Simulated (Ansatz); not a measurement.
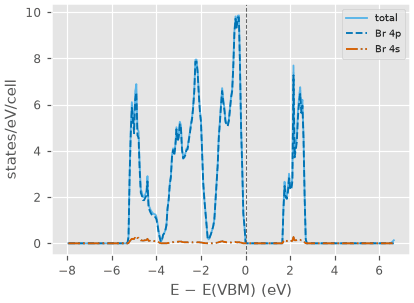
Figure: Total and projected density of states of Br (molecular I2 type, space group No. 64), plane-wave PAW r²SCAN (Ansatz code)

Which orbitals carry the states next to the gap?

Top 1 eV of the valence band: Br 4p 99 %. Bottom 1 eV of the conduction band: Br 4p 95 %. Projections are on Löwdin-orthogonalised atomic valence shells; empty p or d shells of many metals are not among them.

Where is the tallest occupied peak in this window, and what makes it?

Near -0.3 eV, about 9.9 states/eV per cell; the largest projected share is Br 4p.

Space group Cmce (molecular I2 type). The cell was relaxed with r²SCAN under the symmetry of its start. The substance is a gas or liquid at ambient conditions; this is its low-temperature solid. A crystal of weakly bound units computed without a dispersion correction: the cell and the soft elastic constants depend strongly on that. Scalar-relativistic: spin–orbit coupling is off unless named, which matters more the heavier the elements.

Potentials: the earlier of the program's two PAW sets.
